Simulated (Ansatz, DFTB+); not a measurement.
## Loss of H2: C4H6O → C4H4O + H2

Species: C4H6O (vinyl ether) `C=COC=C`, singlet; C4H4O `C#COC=C`, singlet; H2 (hydrogen), singlet. 

Shapes, held fixed at every level: PBE0-D4/def2-TZVP. Flexible molecules stand in one conformer, not always the lowest. Programs: Ansatz 0.2.0, DFTB+ 25.1. The zero-point and thermal change to 298 K, harmonic and unscaled (PBE0-D4/def2-TZVP), is -29.4 kJ/mol.

```csv
level,kind,ΔH(298 K) (kJ/mol),less CCSD(T)/CBS estimate,CPU time (sum over the molecules)
DFTB2,semi-empirical,+318.9,+96.2,0.14 s
HF/def2-TZVPP,Hartree–Fock,+219.6,-3.1,–
r2SCAN-D4/def2-TZVPP,meta-GGA,+233.6,+10.9,19 s
B3LYP-D4/def2-TZVPP,global hybrid,+221.9,-0.8,16 s
wB97M-V/def2-TZVPP,range-separated hybrid,+226.7,+4.0,39 s
wB97X-V/def2-TZVPP,range-separated hybrid,+234.0,+11.3,28 s
CCSD(T)/def2-SVP,coupled cluster or CI,+227.0,+4.3,18 s
CCSD(T)/def2-TZVPP,coupled cluster or CI,+222.6,-0.1,5.3 min
CCSD(T)/CBS estimate,coupled cluster or CI,+222.7,0.0,6.9 min
```

The highest level, CCSD(T)/CBS estimate, gives ΔH(298 K) = +222.7 kJ/mol; the levels span +219.6 to +318.9. DFTB2 strays far from the other rows. The column of differences is taken from that level and isn't an error. No measured value is set beside it here. The CBS estimate extrapolates MP2 from def2-TZVPP and def2-QZVPP and adds CCSD(T) − MP2 in the triple-zeta set, cores frozen; for H2 it overshoots the exact energy by about 1 mEh. Times are processor times on shared x86 and Arm servers, and rough.

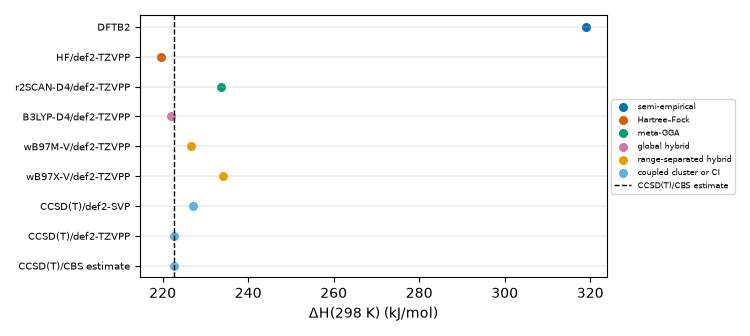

The values of the table, level by level.
